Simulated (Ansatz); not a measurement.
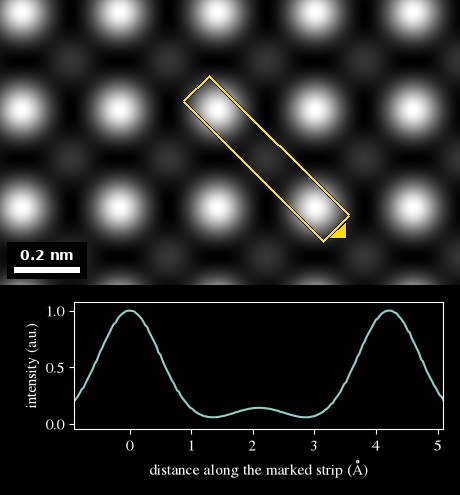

Integrated-DPC-like image of LuC (Pm-3m, No. 221) along [001]. Simulated as the projected potential of neutral atoms (B = 0.5 Å²) blurred by a 1.02 Å probe, the thin-sample limit of integrated differential phase contrast. The display is stretched by a gamma of 0.8; percentages refer to the linear signal. Atomic positions: the geometry given to an electronic-structure calculation, possibly off equilibrium; the starting structure was generated, so it need not be a known form of this composition.

```
Lu C
1.0
     2.97831    0.00000    0.00000
     0.00000    2.97831    0.00000
     0.00000    0.00000    2.97831
Lu C
1 1
Direct
  0.00000 0.00000 0.00000
  0.50000 0.50000 0.50000
```

The curve is the intensity along the marked strip, in the direction of its arrowhead, with zero distance at the first column. Brightness is counted from the darkest point of the image.

**List the columns that the line crosses, with their positions.**

```
position (Å)  atoms per repeat along the beam  height (% of the highest)
         0.0                             1 Lu                        100
         2.1                              1 C                         15
         4.2                             1 Lu                        100
```
